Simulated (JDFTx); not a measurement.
System: Pt(111) (Fm-3m bulk; lattice of mp-126, not re-optimised at this level), 1x1 cell of 6 atoms in 6 planes, area 6.73 Å² a face, 11.5 Å between the outermost planes in a cell 27.4 Å high; k mesh 8×8×1, Fermi width 0.01 Ha, no spin polarisation.

Method: PBE, GBRV ultrasoft potentials, plane waves to 20/100 Ha, in a modified build of JDFTx. Liquid on both sides: CANDLE, water, 2 M NaF; nuclei fixed. The electron chemical potential μ is absolute (zero in the bulk liquid) and is turned into a potential by U = −μ/e − 4.44 V vs SHE, a convention.

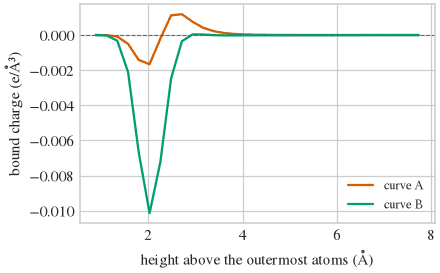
Figure. Plane-averaged bound charge of the liquid for two states of the electrode

### Question
One curve is the neutral slab. Which, and what is the sign of the other's charge?

### Answer
Curve A is neutral (potential of zero charge, 0.92 V). Curve B is positively charged, 10.8 μC/cm² at 1.80 V.
